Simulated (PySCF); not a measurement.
SMILES [F][Al]([GeH3])[GeH3] (H6AlFGe2), singlet at its CAM-B3LYP/def2-SVP optimised geometry (Å):

```
10

Al     0.3103    -0.9994     1.9217
F      1.2487    -1.0630     3.3000
Ge    -1.8800    -2.1275     2.0416
H     -1.7254    -3.6559     1.9286
H     -2.6154    -1.8427     3.3625
H     -2.8037    -1.6854     0.8914
Ge     1.2661     0.2142     0.0000
H      0.8077     1.6854     0.0000
H      2.8037     0.2142     0.0000
H      0.7964    -0.3930    -1.3351
```

Level of theory: PySCF with CAM-B3LYP/def2-TZVP.

Map of the deformation density (molecule minus spherical neutral atoms) (e/bohr³) on the plane z = 1.0 Å:

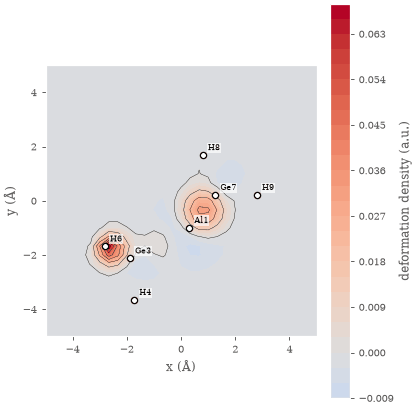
Fig. 1. Deformation density (molecule minus spherical neutral atoms) (e/bohr³) on the plane z = 1.0 Å.
